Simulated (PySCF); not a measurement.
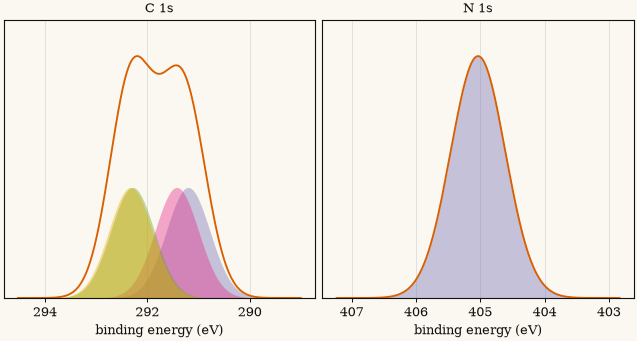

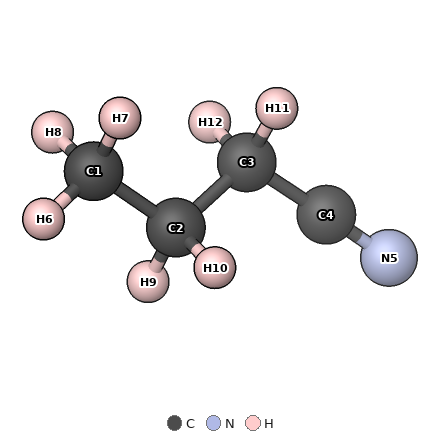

Simulated XPS of C₄H₇N (butanenitrile), SMILES CCCC#N. Vertical core-electron binding energies by ΔSCF (SCAN, pcX-2 on the ionised atom, pcseg-1 elsewhere, spin-free X2C; PySCF 2.14.0, at a PBE0-D3(BJ)/def2-SVP geometry (no frequency check)), gas phase, against the vacuum level. One atom of each kind was ionised; within a panel, areas follow the number of like atoms, each panel is scaled alone, Gaussians of 1.0 eV full width. Only the regions named are shown. Lines closer than the width merge in the curve.

Assign the components.

Answer.
```
level  atoms  binding energy (eV)
 C 1s     C3                292.3
 C 1s     C4                292.3
 C 1s     C2                291.4
 C 1s     C1                291.2
 N 1s     N5                405.0
```

How large is the chemical shift across the C 1s region?

Answer. 1.1 eV, from C1 at 291.2 eV to C3 at 292.3 eV.

Note: one conformer of a flexible molecule.
